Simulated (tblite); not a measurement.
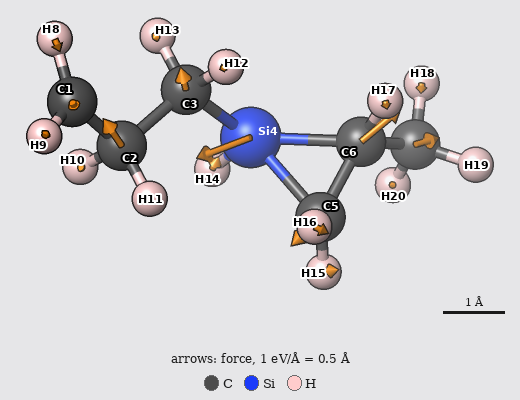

Starting geometry of C₆H₁₃Si (multiplicity 2) with the computed forces as orange arrows. Style: ball-and-stick. Shown at a tilt.

Method: tblite 0.8.0, GFN2-xTB geometry optimisation, gas phase. 

What follows when this structure is relaxed?

It isn't relaxed: the largest force vector, on the Si atom, is 2.31 eV/Å. The final displacements have little in common with the starting forces (cosine between the two patterns 0.15). After 102 geometry steps the energy has fallen by 9.27 kcal/mol. The atom that moves furthest after the best rigid fit is an H atom (0.80 Å). By element the largest moves are H 0.80 Å, Si 0.24 Å, C 0.22 Å. Some distances before and after: C–Si 1.827 → 1.891 Å, C–C 1.487 → 1.540 Å, C–Si 1.852 → 1.892 Å, C–C 1.505 → 1.467 Å. Among the angles between lasting bonds that change: C–Si–H 109.0° → 117.6°, Si–C–H 114.2° → 121.0°, C–Si–C 113.1° → 119.5°. Groups turn about C–C by about 55°. Cost: 0.66 s on 1 thread of Arm Neoverse V2 (shared host).
